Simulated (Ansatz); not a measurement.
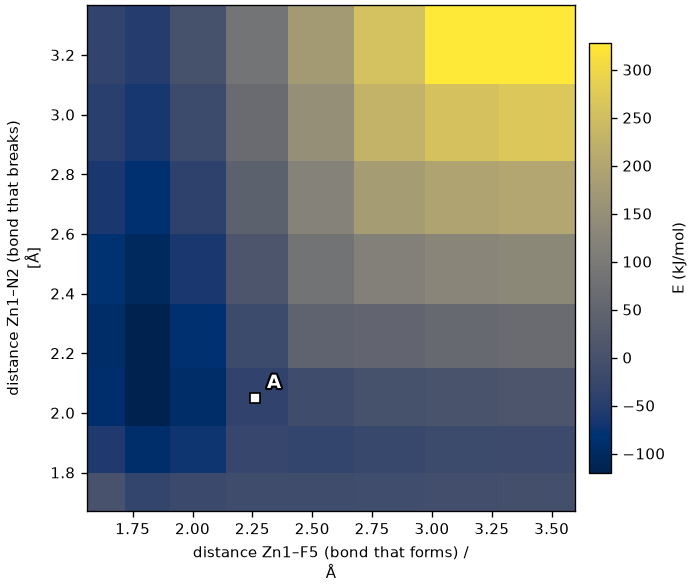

The reacting system FH₄NOZn (fragments H₃NOZn + FH where the first distance is long, FHOZn + H₃N where the second is long). Coordinates scanned: (1) distance Zn1–F5 (bond that forms); (2) distance Zn1–N2 (bond that breaks). Relaxed at each point: all other coordinates. The grid has 8 × 8 points. Points are written as (first, second). Energies are in kJ/mol, from a guessed transition structure relaxed with its forming and breaking bonds held. Energies and slopes of some neighbouring points disagree (a jump in structure or state, or too coarse a mesh). The reference is spin-restricted, so regions where a bond is pulled apart into radicals lie too high. Level of theory: Ansatz, RKS BHLYP-D4/def2-SVP.

The picture shows one coloured cell a grid point, the point A.

Which way does the force act at A, and how strong is it?

A, at (2.262 Å, 2.050 Å), is not a stationary point. The computed force is 220 kJ/mol for each Å towards smaller values of the first coordinate and 33 kJ/mol for each Å towards smaller values of the second coordinate.
